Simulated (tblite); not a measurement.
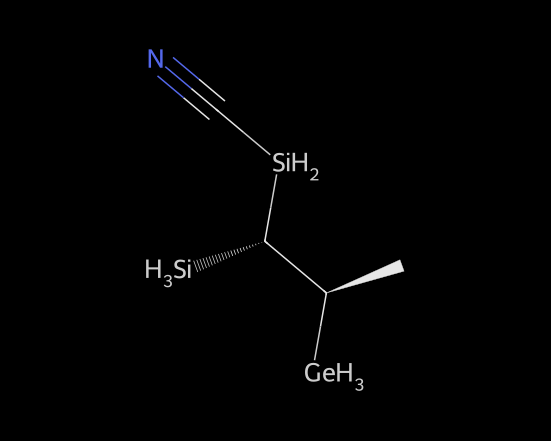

(Drawn from a calculation with tblite.)

Write the SMILES.

C[C@@H]([GeH3])[C@H]([SiH3])[SiH2]C#N

Give the formula, hydrogens included.

C4H13GeNSi2.

An optimisation with GFN2-xTB gave a structure of which point group?

C1.
